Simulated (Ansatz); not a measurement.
Consider AlClFH$_{3}$O.

```xyz
7

Al    0.0371   -0.0473    0.1684
Cl    0.0350    0.5166    2.2404
F     1.4983    0.1735   -0.6164
H    -1.2845    0.0787   -0.6802
O     0.0637   -1.9876    0.5927
H    -0.6154   -2.5687    0.2148
H     0.0679   -2.1036    1.5596
```

Computed with Ansatz 0.2.0, RKS B3LYP/def2-SVP.

**Predict the electron density and electron localisation function between the atoms.**

Al–O (1.99 Å): ρ is about 0.42 e/Å³ halfway; the ELF peaks at about 0.95 in the valence shell of O, 0.7 Å from its nucleus, and is about 0.40 at the midpoint.
Al–Cl (2.15 Å): the density is about 0.65 e/Å³ at the midpoint; the ELF peaks at about 0.90 in the valence shell of Cl, 1.0 Å from its nucleus, and is about 0.80 at the midpoint.
O–H (0.97 Å): the density is about 3.7 e/Å³ at the midpoint; the ELF climbs to about 1 towards the hydrogen, as it does in any bond to H; a covalent bond by its length.

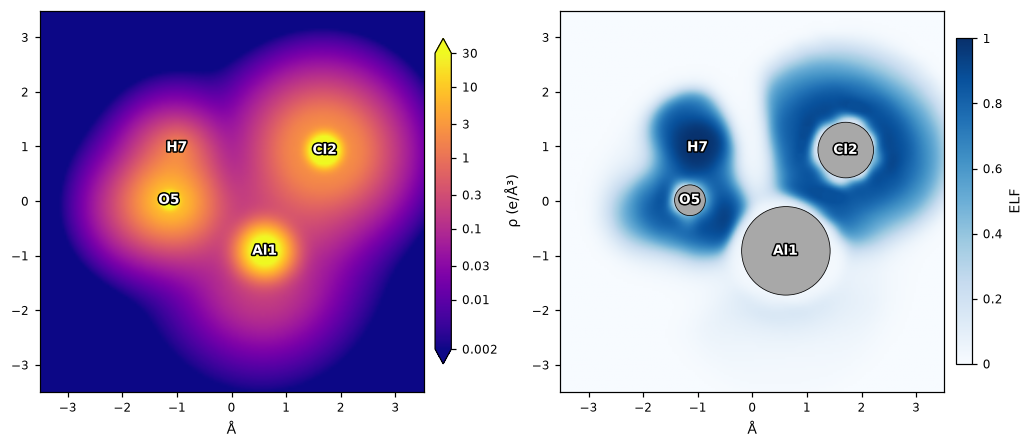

Computed electron density and electron localisation function on the plane of atoms Al1, O5 and H7, in this order. Grey discs cover the atomic cores in the ELF map. 
